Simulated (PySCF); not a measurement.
System: C5H6F3O2 (doublet).

| atom | x (Å) | y (Å) | z (Å) |
| --- | --- | --- | --- |
| C | -2.2465 | 0.1551 | 0.4044 |
| C | -0.8395 | -0.1985 | -0.0805 |
| C | -0.1774 | 1.0546 | -0.7135 |
| F | -0.1473 | 2.0762 | 0.1728 |
| F | -0.9059 | 1.4881 | -1.7687 |
| C | -0.0158 | -0.7261 | 1.0202 |
| F | 1.0601 | -1.4722 | 0.7003 |
| C | 3.6786 | -0.9065 | -0.4570 |
| O | 4.3440 | -1.6452 | 0.1041 |
| O | 3.0211 | -0.1599 | -1.0246 |
| H | -2.7439 | -0.7316 | 0.7857 |
| H | -2.8313 | 0.5617 | -0.4164 |
| H | -2.1937 | 0.8973 | 1.1967 |
| H | -0.8845 | -0.9399 | -0.8870 |
| H | 0.8489 | 0.8687 | -1.0594 |
| H | 0.0253 | -0.3130 | 2.0113 |

Geometry: GFN2-xTB; at this geometry the atoms fall into two loosely joined parts.

These are results of PySCF 2.14.0, density-fitted response routines, UKS B3LYP, pcH-1 on C F H O, non-relativistic, mean-field spin-orbit, GIAO, not measurements.

Predict the electron density, electron localisation function and spin density between the atoms.

C–H (1.09 Å): ρ is about 2 e/Å³ halfway; the ELF climbs to about 1 towards the hydrogen, as it does in any bond to H: a covalent bond by its length.
C–C (1.53 Å): the density is about 1.6 e/Å³ at the midpoint; the ELF peaks at about 0.95 between the atoms (a covalent bond).
The unpaired spin (1 electron) lies mostly on C6 (about 0.7) and F7 (about 0.1), in electrons by Hirshfeld's partition.

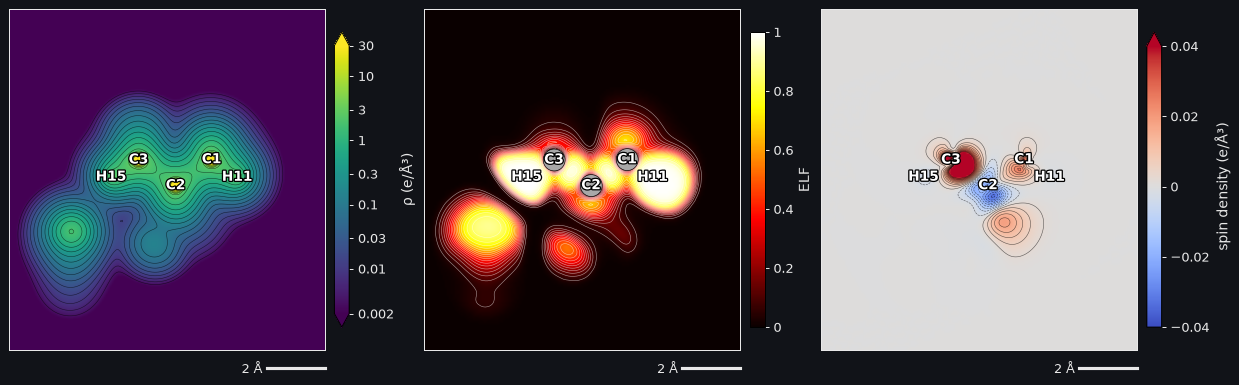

Computed electron density, electron localisation function and spin density on the plane of atoms C1, C2 and C3, in this order. Grey discs cover the atomic cores in the ELF map. 
